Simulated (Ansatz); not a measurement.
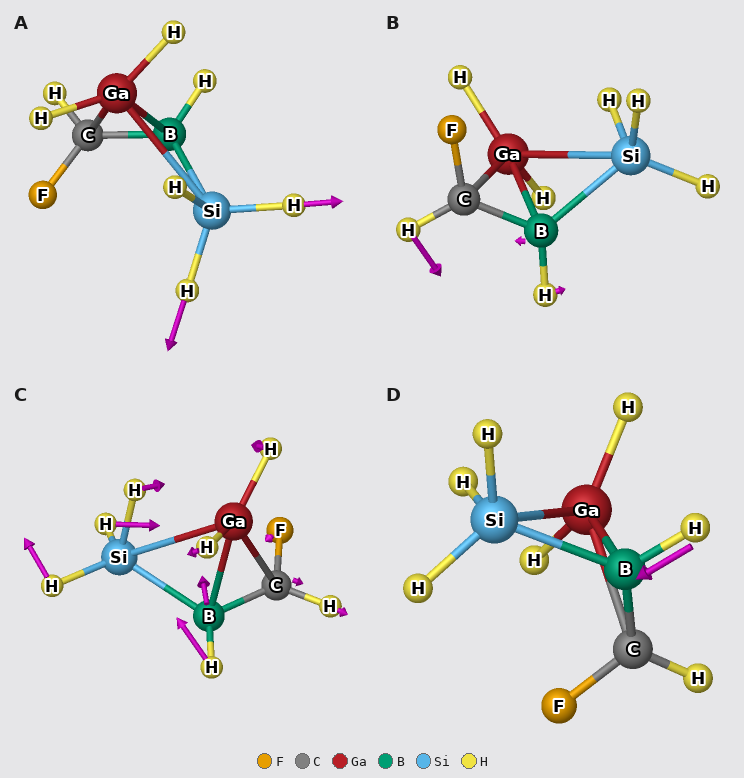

4 normal modes of one molecule or complex, as arrows. Harmonic vibrations computed with RKS PBE0-D4/def2-TZVP (Ansatz 0.2.0) at a stationary point of the same level.

> Match the panels to the wavenumbers 705 cm⁻¹, 1279 cm⁻¹, 2241 cm⁻¹, 2632 cm⁻¹.

A: 2241 cm⁻¹, in-phase stretching of 2 Si–H bonds
B: 1279 cm⁻¹
C: 705 cm⁻¹
D: 2632 cm⁻¹, B–H stretching
